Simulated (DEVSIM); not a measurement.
System: Al0.15Ga0.85As/GaAs p-n heterojunction, at 300 K.

```csv
layer (left to right),material,thickness (μm),Nd (cm⁻³),Na (cm⁻³),τn (s),τp (s)
1,Al0.15Ga0.85As,0.340,-,3.8e16,4e-9,4e-9
2,GaAs,0.590,7.5e15,-,4e-9,4e-9
```

Left contact: ohmic. Right contact: ohmic. Voltage is applied to the left contact. Recombination: SRH at mid-gap. Mobility is constant in doping.

The device is made up for the run: typed textbook-type constants, with dimensions and the other settings drawn at random. Values at 300 K.

```tsv
parameter	Al0.15Ga0.85As	GaAs
gap (eV)	1.611	1.424
affinity (eV)	3.9515	4.07
permittivity	12.47	12.9
Nc (cm⁻³)	5.6e17	4.7e17
Nv (cm⁻³)	9e18	9e18
μn (cm²/Vs)	5695	8500
μp (cm²/Vs)	282	400
```

DEVSIM, 1D drift-diffusion, Boltzmann statistics, complete ionisation; no tunnelling, impact ionisation, image-force lowering or self-heating. Band offsets follow the typed affinities; no thermionic-emission limit at abrupt steps, no polarisation charge.

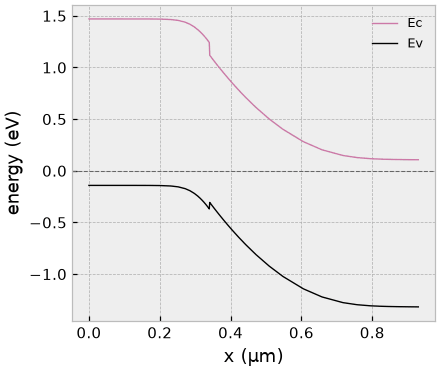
Figure. Band edges at zero bias

Energies count from the Fermi level of the right contact; mesh points crowd at the junctions.

```tsv
x (μm)	Ec (eV)	Ev (eV)	n (cm⁻³)	p (cm⁻³)	field (V/cm)
0.000	1.470	-0.141	< 1e2	3.8e16	≈ 0
0.004757	1.470	-0.141	< 1e2	3.8e16	≈ 0
0.01409	1.470	-0.141	< 1e2	3.8e16	≈ 0
0.03095	1.470	-0.141	< 1e2	3.8e16	≈ 0
0.08440	1.470	-0.141	< 1e2	3.8e16	≈ 0
0.1700	1.469	-0.142	< 1e2	3.7e16	-160
0.2522	1.456	-0.156	< 1e2	2.2e16	-6000
0.3077	1.365	-0.246	< 1e2	6.7e14	-30000
0.3252	1.305	-0.306	< 1e2	6.6e13	-39000
0.3349	1.265	-0.346	< 1e2	1.4e13	-44000
0.3398	1.242	-0.369	< 1e2	5.7e12	-47000
0.3465	1.093	-0.331	< 1e2	2.5e13	-45000
0.3576	1.044	-0.380	< 1e2	3.7e12	-44000
0.3795	0.950	-0.474	< 1e2	1.0e11	-41000
0.4425	0.710	-0.714	560000	9100000	-35000
0.5477	0.402	-1.022	8.4e10	< 1e2	-24000
0.7174	0.148	-1.276	1.5e15	< 1e2	-6600
0.8250	0.113	-1.311	6.0e15	< 1e2	-1200
0.8894	0.108	-1.316	7.1e15	< 1e2	-390
0.9119	0.108	-1.317	7.3e15	< 1e2	-310
0.9233	0.107	-1.317	7.4e15	< 1e2	-290
0.9300	0.107	-1.317	7.5e15	< 1e2	-290
```
